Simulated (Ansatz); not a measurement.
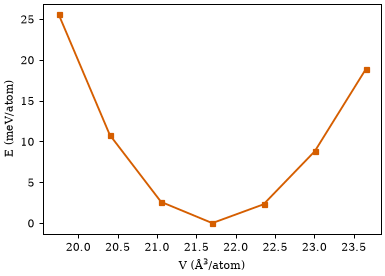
Mg (hcp (Mg type), space group No. 194) under volume change, PBE+D3(BJ) in the plane-wave PAW code Ansatz, shape and atoms relaxed at each volume.

Question: What does a third-order Birch–Murnaghan fit give for V₀, B₀ and B′?

Answer: V₀ = 21.70 Å³/atom, B₀ = 39.8 GPa, B′ = 4.0.

Space group P6_3/mmc (hcp (Mg type)). The cell was relaxed with PBE+D3(BJ) under the symmetry of its start. The pairwise dispersion correction was not fitted to metals.

Potentials: the later of the program's two PAW sets.
